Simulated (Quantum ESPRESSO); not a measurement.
# Cobalt: non-collinear starts

The moments of Cobalt start in several directions and relax. Which textures last, and at what energy?

Method: PBE; plane waves with PseudoDojo 0.4 FR PBE standard potentials, spin-orbit coupling, in Quantum ESPRESSO 7.5.

**1. Set-up**

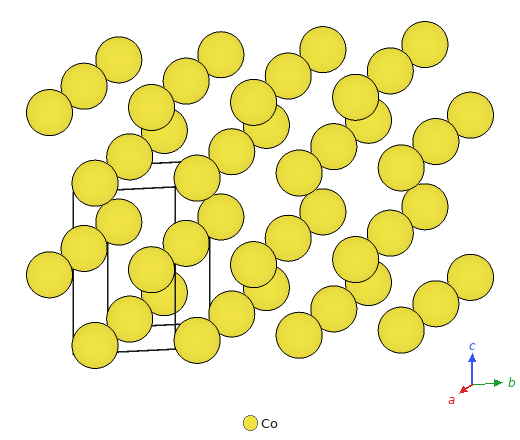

Start, viewed slightly off an axis; cobalt yellow. 3×4×2 cells are drawn.

The cell comes from the Crystallography Open Database.

**2. Start 1: collinear parallel**

pw.in

```
&CONTROL
  calculation = 'scf'
  prefix = 'pwscf'
  outdir = './tmp'
  pseudo_dir = './pseudo_fr'
  disk_io = 'nowf'
/
&SYSTEM
  ibrav = 0
  nat = 2
  ntyp = 1
  ecutwfc = 82
  nbnd = 48
  occupations = 'smearing'
  smearing = 'fd'
  degauss = 0.00999582
  noncolin = .true.
  lspinorb = .true.
  starting_magnetization(1) = 0.1176
  angle1(1) = 0
  angle2(1) = 0
/
&ELECTRONS
  conv_thr = 2d-08
  electron_maxstep = 150
  mixing_beta = 0.3
/
ATOMIC_SPECIES
Co     58.9332 Co.upf
CELL_PARAMETERS angstrom
   2.5074000000    0.0000000000    0.0000000000
  -1.2537000000    2.1714720974    0.0000000000
   0.0000000000    0.0000000000    4.0699000000
ATOMIC_POSITIONS crystal
Co      0.3333333333    0.6666666667    0.2500000000
Co      0.6666666667    0.3333333333    0.7500000000
K_POINTS automatic
8 8 4 0 0 0
```

Started as:

```console
$ OMP_NUM_THREADS=1 mpirun -n 4 pw.x -nk 4 -in pw.in > pw.out
```

What it wrote:

```text
Program PWSCF v.7.5 starts

     Fixed quantization axis for GGA:     0.000000    0.000000    1.000000
     Message from routine setup:
     using ibrav=0 with symmetry is DISCOURAGED, use correct ibrav instead

     K-points division:     npool     =       4
     Subspace diagonalization in iterative solution of the eigenvalue problem:

     bravais-lattice index     =            0
     lattice parameter (alat)  =       4.7383  a.u.
     unit-cell volume          =     149.5403 (a.u.)^3
     number of atoms/cell      =            2
     number of atomic types    =            1
     number of electrons       =        34.00
     number of Kohn-Sham states=           48
     kinetic-energy cutoff     =      82.0000  Ry
     charge density cutoff     =     328.0000  Ry
     scf convergence threshold =      2.0E-08
     mixing beta               =       0.3000
     number of iterations used =            8  plain     mixing
     Exchange-correlation= PBE
                           (   1   4   3   4   0   0   0)
     Noncollinear calculation with spin-orbit

     celldm(1)=   4.738299  celldm(2)=   0.000000  celldm(3)=   0.000000
     celldm(4)=   0.000000  celldm(5)=   0.000000  celldm(6)=   0.000000

     crystal axes: (cart. coord. in units of alat)
               a(1) = (   1.000000   0.000000   0.000000 )
               a(2) = (  -0.500000   0.866025   0.000000 )
               a(3) = (   0.000000   0.000000   1.623155 )

     reciprocal axes: (cart. coord. in units 2 pi/alat)
               b(1) = (  1.000000  0.577350 -0.000000 )
               b(2) = (  0.000000  1.154701  0.000000 )
               b(3) = (  0.000000 -0.000000  0.616084 )

     PseudoPot. # 1 for Co read from file:
     Co.upf
     Pseudo is Norm-conserving + core correction, Zval = 17.0

     atomic species   valence    mass     pseudopotential
     Co               17.00    58.93320     Co( 1.00)

     24 Sym. Ops., with inversion, found (12 have fractional translation)

   Cartesian axes

     site n.     atom                  positions (alat units)
         1        Co     tau(   1) = (  -0.0000000   0.5773503   0.4057889  )
         2        Co     tau(   2) = (   0.5000000   0.2886751   1.2173666  )

     number of k points=    30  Fermi-Dirac smearing, width (Ry)=  0.0100
                       cart. coord. in units 2pi/alat
        k(    1) = (   0.0000000   0.0000000   0.0000000), wk =   0.0039062
        k(    2) = (   0.0000000   0.0000000   0.1540210), wk =   0.0078125
        k(    3) = (   0.0000000   0.0000000  -0.3080420), wk =   0.0039062
        k(    4) = (   0.0000000   0.1443376   0.0000000), wk =   0.0234375
        k(    5) = (   0.0000000   0.1443376   0.1540210), wk =   0.0468750
        [... 25 further k-points ...]

     Dense  grid:    15027 G-vectors     FFT dimensions: (  27,  27,  48)

     Generating pointlists ...
     new r_m :   0.4108 (alat units)  1.9467 (a.u.) for type    1

     Initial potential from superposition of free atoms

     starting charge      33.9994, renormalised to      34.0000

 ==============================================================================
     atom number    1 relative position :   -0.0000   0.5774   0.4058
     charge :    15.640672  (integrated on a sphere of radius 0.411)
     magnetization :          0.000000    0.000000    1.839343
     magnetization/charge:    0.000000    0.000000    0.117600
     polar coord.: r, theta, phi [deg] :     1.839343    0.000000  360.000000

 ==============================================================================

 ==============================================================================
     atom number    2 relative position :    0.5000   0.2887   1.2174
     charge :    15.640672  (integrated on a sphere of radius 0.411)
     magnetization :          0.000000    0.000000    1.839343
     magnetization/charge:    0.000000    0.000000    0.117600
     polar coord.: r, theta, phi [deg] :     1.839343    0.000000  360.000000

 ==============================================================================
     Starting wfcs are   40 randomized atomic wfcs +    8 random wfcs

     Self-consistent Calculation

     iteration #  1     ecut=    82.00 Ry     beta= 0.30
     Davidson diagonalization with overlap
     ethr =  1.00E-02,  avg # of iterations =  3.8

     Threshold (ethr) on eigenvalues was too large:
     Diagonalizing with lowered threshold

     Davidson diagonalization with overlap
     ethr =  9.09E-05,  avg # of iterations =  3.2

     total energy              =    -612.05519405 Ry
     estimated scf accuracy    <       0.03215597 Ry

     total magnetization       =    -0.00     0.00     3.28 Bohr mag/cell
     absolute magnetization    =     3.36 Bohr mag/cell

     iteration #  2     ecut=    82.00 Ry     beta= 0.30
     Davidson diagonalization with overlap
     ethr =  9.46E-05,  avg # of iterations =  1.0

     total energy              =    -612.06188714 Ry
     estimated scf accuracy    <       0.01231491 Ry

     total magnetization       =     0.00    -0.00     3.26 Bohr mag/cell
     absolute magnetization    =     3.39 Bohr mag/cell

     [... further iterations left out ...]

     iteration #  9     ecut=    82.00 Ry     beta= 0.30
     Davidson diagonalization with overlap
     ethr =  1.68E-10,  avg # of iterations =  2.0

     total energy              =    -612.06624312 Ry
     estimated scf accuracy    <       0.00000003 Ry

     total magnetization       =    -0.00     0.00     3.27 Bohr mag/cell
     absolute magnetization    =     3.63 Bohr mag/cell

     iteration # 10     ecut=    82.00 Ry     beta= 0.30
     Davidson diagonalization with overlap
     ethr =  7.97E-11,  avg # of iterations =  2.0

 ==============================================================================
     atom number    1 relative position :   -0.0000   0.5774   0.4058
     charge :    15.612858  (integrated on a sphere of radius 0.411)
     magnetization :         -0.000000    0.000000    1.717095
     magnetization/charge:   -0.000000    0.000000    0.109980
     polar coord.: r, theta, phi [deg] :     1.717095    0.000000  360.000000

 ==============================================================================

 ==============================================================================
     atom number    2 relative position :    0.5000   0.2887   1.2174
     charge :    15.612858  (integrated on a sphere of radius 0.411)
     magnetization :          0.000000   -0.000000    1.717095
     magnetization/charge:    0.000000   -0.000000    0.109980
     polar coord.: r, theta, phi [deg] :     1.717095    0.000000  360.000000

 ==============================================================================

     End of self-consistent calculation

     [... lines left out ...]
     the Fermi energy is    18.7589 ev

!    total energy              =    -612.06624313 Ry
     estimated scf accuracy    <          1.4E-09 Ry
     smearing contrib. (-TS)   =      -0.00887503 Ry
     internal energy E=F+TS    =    -612.05736809 Ry

     The total energy is F=E-TS. E is the sum of the following terms:
     one-electron contribution =    -255.67165432 Ry
     hartree contribution      =     151.96702058 Ry
     xc contribution           =    -112.10137429 Ry
     ewald contribution        =    -396.25136006 Ry

     total magnetization       =     0.00    -0.00     3.27 Bohr mag/cell
     absolute magnetization    =     3.63 Bohr mag/cell

     convergence has been achieved in  10 iterations

=------------------------------------------------------------------------------=
   JOB DONE.
=------------------------------------------------------------------------------=
```

The job ended after 28 s (4 MPI ranks of Arm Neoverse V1, shared host; peak memory 0.37 GiB; 1.9 min of CPU time).

Spin moment in the atom's sphere by atom:

| atom | x (μB) | y (μB) | z (μB) | size |
| --- | --- | --- | --- | --- |
| Co1 | 0.00 | 0.00 | 1.72 | 1.72 |
| Co2 | 0.00 | 0.00 | 1.72 | 1.72 |

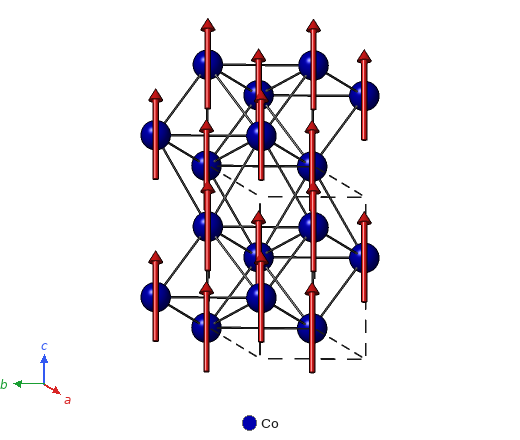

Spin moment in the atom's sphere as arrows, the longest 1.72 μB. 2×2×2 cells are drawn.

Read from the output:

```yaml
smearing_term_ts: 0.1208 eV
magnetization: 0, 0, 3.27 μB
absolute_magnetization: 3.63 μB
final_state: ferromagnetic
```

**3. Start 2: two sublattices 90 degrees apart**

Changes to pw.in since step 2:

```diff
@@ -10,3 +10,3 @@
   nat = 2
-  ntyp = 1
+  ntyp = 2
   ecutwfc = 82
@@ -19,4 +19,7 @@
   starting_magnetization(1) = 0.1176
-  angle1(1) = 0
+  angle1(1) = 90
   angle2(1) = 0
+  starting_magnetization(2) = 0.1176
+  angle1(2) = 90
+  angle2(2) = 90
 /
@@ -28,3 +31,4 @@
 ATOMIC_SPECIES
-Co     58.9332 Co.upf
+Co1    58.9332 Co.upf
+Co2    58.9332 Co.upf
 CELL_PARAMETERS angstrom
@@ -34,4 +38,4 @@
 ATOMIC_POSITIONS crystal
-Co      0.3333333333    0.6666666667    0.2500000000
-Co      0.6666666667    0.3333333333    0.7500000000
+Co1     0.3333333333    0.6666666667    0.2500000000
+Co2     0.6666666667    0.3333333333    0.7500000000
 K_POINTS automatic
```

What it wrote:

```text
     [... lines left out ...]
Program PWSCF v.7.5 starts
     [... lines left out ...]
     number of atoms/cell      =            2
     [... lines left out ...]
     number of electrons       =        34.00
     number of Kohn-Sham states=           48
     kinetic-energy cutoff     =      82.0000  Ry
     charge density cutoff     =     328.0000  Ry
     scf convergence threshold =      2.0E-08
     [... lines left out ...]
     Noncollinear calculation with spin-orbit
     [... lines left out ...]
      2 Sym. Ops. (no inversion) found ( 1 have fractional translation)
     [... lines left out ...]
     number of k points=   136  Fermi-Dirac smearing, width (Ry)=  0.0100
     [... lines left out ...]
     iteration # 29     ecut=    82.00 Ry     beta= 0.30
     [... lines left out ...]
     atom number    1 relative position :   -0.0000   0.5774   0.4058
     [... lines left out ...]
     magnetization :          1.211733    1.213296    0.000000
     [... lines left out ...]
     atom number    2 relative position :    0.5000   0.2887   1.2174
     [... lines left out ...]
     magnetization :          1.212139    1.212887   -0.000000
     [... lines left out ...]
     the Fermi energy is    18.7582 ev
!    total energy              =    -612.06595782 Ry
     estimated scf accuracy    <       0.00000002 Ry
     smearing contrib. (-TS)   =      -0.00890256 Ry
     [... lines left out ...]
     total magnetization       =     2.31     2.31     0.00 Bohr mag/cell
     absolute magnetization    =     3.62 Bohr mag/cell
     convergence has been achieved in  29 iterations
```

The job ended after 6 min (4 MPI ranks; peak memory 0.67 GiB; 24 min of CPU time).

Spin moment in the atom's sphere by atom:

| atom | x (μB) | y (μB) | z (μB) | size |
| --- | --- | --- | --- | --- |
| Co1 | 1.21 | 1.21 | 0.00 | 1.71 |
| Co2 | 1.21 | 1.21 | 0.00 | 1.71 |

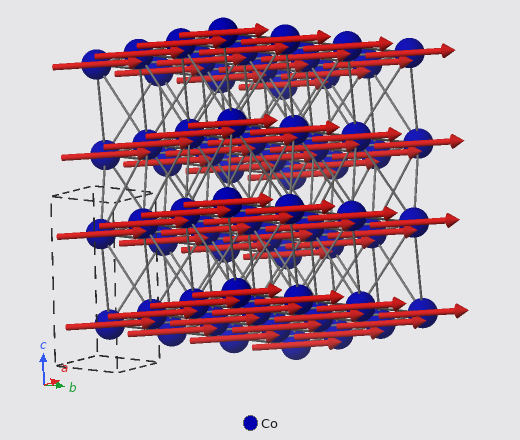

Spin moment in the atom's sphere as arrows, the longest 1.71 μB. 4×4×2 cells are drawn.

Read from the output:

| Item | Value |
| --- | --- |
| smearing term TS | 0.1211 eV |
| magnetization | 2.312, 2.314, 0 μB |
| absolute magnetization | 3.619 μB |
| final state | ferromagnetic |

**4. Start 3: random 1**

Changes to pw.in since step 3:

```diff
@@ -19,7 +19,8 @@
   starting_magnetization(1) = 0.1176
-  angle1(1) = 90
-  angle2(1) = 0
+  angle1(1) = 124.477
+  angle2(1) = 46.917
   starting_magnetization(2) = 0.1176
-  angle1(2) = 90
-  angle2(2) = 90
+  angle1(2) = 58.262
+  angle2(2) = 131.997
+  nosym = .true.
 /
```

What it wrote:

```text
     [... lines left out ...]
Program PWSCF v.7.5 starts
     [... lines left out ...]
     number of atoms/cell      =            2
     [... lines left out ...]
     number of electrons       =        34.00
     number of Kohn-Sham states=           48
     kinetic-energy cutoff     =      82.0000  Ry
     charge density cutoff     =     328.0000  Ry
     scf convergence threshold =      2.0E-08
     [... lines left out ...]
     Noncollinear calculation with spin-orbit
     [... lines left out ...]
     No symmetry found
     [... lines left out ...]
     number of k points=   256  Fermi-Dirac smearing, width (Ry)=  0.0100
     [... lines left out ...]
     iteration # 36     ecut=    82.00 Ry     beta= 0.30
     [... lines left out ...]
     atom number    1 relative position :   -0.0000   0.5774   0.4058
     [... lines left out ...]
     magnetization :         -0.007587    1.713934   -0.056030
     [... lines left out ...]
     atom number    2 relative position :    0.5000   0.2887   1.2174
     [... lines left out ...]
     magnetization :         -0.007790    1.713935   -0.055878
     [... lines left out ...]
     the Fermi energy is    18.7579 ev
!    total energy              =    -612.06596541 Ry
     estimated scf accuracy    <       0.00000001 Ry
     smearing contrib. (-TS)   =      -0.00889505 Ry
     [... lines left out ...]
     total magnetization       =    -0.01     3.27    -0.11 Bohr mag/cell
     absolute magnetization    =     3.62 Bohr mag/cell
     convergence has been achieved in  36 iterations
```

Wall time 14 min (4 MPI ranks); peak memory 0.99 GiB; 57 min of CPU time.

Spin moment in the atom's sphere by atom:

| atom | x (μB) | y (μB) | z (μB) | size |
| --- | --- | --- | --- | --- |
| Co1 | -0.01 | 1.71 | -0.06 | 1.71 |
| Co2 | -0.01 | 1.71 | -0.06 | 1.71 |

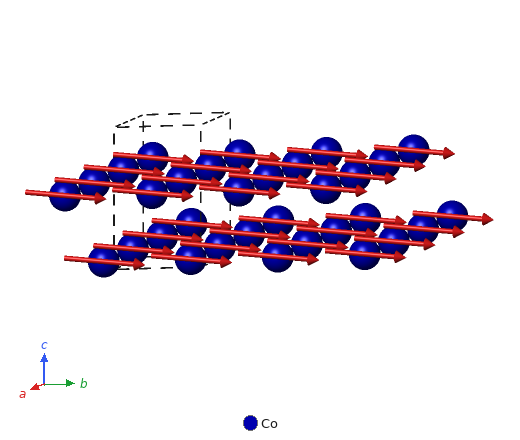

Spin moment in the atom's sphere as arrows, the longest 1.71 μB. 4×4×1 cells are drawn.

This step gave:

```yaml
smearing_term_ts: 0.1210 eV
magnetization: -0.014, 3.268, -0.107 μB
absolute_magnetization: 3.62 μB
final_state: ferromagnetic
```

**5. Start 4: collinear alternating**

Changes to pw.in since step 4:

```diff
@@ -19,8 +19,7 @@
   starting_magnetization(1) = 0.1176
-  angle1(1) = 124.477
-  angle2(1) = 46.917
+  angle1(1) = 0
+  angle2(1) = 0
   starting_magnetization(2) = 0.1176
-  angle1(2) = 58.262
-  angle2(2) = 131.997
-  nosym = .true.
+  angle1(2) = 180
+  angle2(2) = 0
 /
```

What it wrote:

```text
     [... lines left out ...]
Program PWSCF v.7.5 starts
     [... lines left out ...]
     number of atoms/cell      =            2
     [... lines left out ...]
     number of electrons       =        34.00
     number of Kohn-Sham states=           48
     kinetic-energy cutoff     =      82.0000  Ry
     charge density cutoff     =     328.0000  Ry
     scf convergence threshold =      2.0E-08
     [... lines left out ...]
     Noncollinear calculation with spin-orbit
     [... lines left out ...]
     12 Sym. Ops. (no inversion) found ( 6 have fractional translation)
     [... lines left out ...]
     number of k points=    45  Fermi-Dirac smearing, width (Ry)=  0.0100
     [... lines left out ...]
     iteration # 14     ecut=    82.00 Ry     beta= 0.30
     [... lines left out ...]
     atom number    1 relative position :   -0.0000   0.5774   0.4058
     [... lines left out ...]
     magnetization :         -0.000000    0.000000    0.978199
     [... lines left out ...]
     atom number    2 relative position :    0.5000   0.2887   1.2174
     [... lines left out ...]
     magnetization :         -0.000000    0.000000   -0.978133
     [... lines left out ...]
     the Fermi energy is    18.6904 ev
!    total energy              =    -612.03537386 Ry
     estimated scf accuracy    <          3.0E-09 Ry
     smearing contrib. (-TS)   =      -0.02139120 Ry
     [... lines left out ...]
     total magnetization       =     0.00    -0.00     0.00 Bohr mag/cell
     absolute magnetization    =     2.01 Bohr mag/cell
     convergence has been achieved in  14 iterations
```

It took 57 s on 4 MPI ranks; peak memory 0.42 GiB; 3.8 min of CPU time.

Spin moment in the atom's sphere by atom:

| atom | x (μB) | y (μB) | z (μB) | size |
| --- | --- | --- | --- | --- |
| Co1 | 0.000 | 0.000 | 0.978 | 0.978 |
| Co2 | 0.000 | 0.000 | -0.978 | 0.978 |

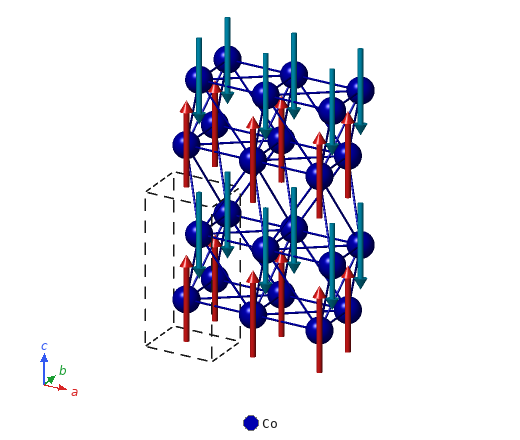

Spin moment in the atom's sphere as arrows, the longest 0.978 μB. The two directions have two colours. 3×2×2 cells are drawn.

Read from the output:

```
smearing term TS       : 0.2910 eV
magnetization          : 0, 0, 0 μB
absolute magnetization : 2.005 μB
final state            : antiferromagnetic
```

**6. The textures together**

Textures, by row:

| start | final state | energy over the lowest (meV a seeded atom) | smallest moment (μB) | largest moment (μB) | net moment (μB a cell) | angles to the first moment (degrees) |
| --- | --- | --- | --- | --- | --- | --- |
| collinear parallel | ferromagnetic | 0 | 1.717 | 1.717 | 3.27 | 0 |
| two sublattices 90 degrees apart | ferromagnetic | 1.941 | 1.715 | 1.715 | 3.271 | 0 |
| random 1 | ferromagnetic | 1.889 | 1.715 | 1.715 | 3.27 | 0 |
| collinear alternating | antiferromagnetic | 210 | 0.9781 | 0.9782 | 0 | 180 |

**7. Summary of results**

```yaml
lowest_start: collinear parallel
its_final_state: ferromagnetic
its_moments: 1.72 μB
its_net_moment: 3.27 μB a cell
```

**Reading.** No finished start ends non-collinear. The mesh is coarse, so differences of some ten meV can be noise where moments are itinerant. The cell holds only so many moments, so longer spirals cannot form in it. This program evaluates a GGA otherwise when all starting moments share an axis than when they do not, so collinear and canted runs are not quite comparable. Energies are free energies at an electronic temperature of 1580 K, which lowers moments and differences where the moments are itinerant. The cutoff lies under the 96 Ry that these files are usually run at.

[Logs and program files are shortened in this print: banners, set-up blocks, solver, clock and traceback lines can be left out without a mark of their own.]

[Logs are printed without paths, hosts, clocks, repeated set-up lines and the standing remarks that a program may print on its own settings, such as how far it seeks lower states.]

[Hosts, paths, dates, database ids (printed as entryN), source tags and the programs' standing remarks are cut or masked in the printed files.]

[Where a cell is said to come from a database of computed structures, the database is the Materials Project.]
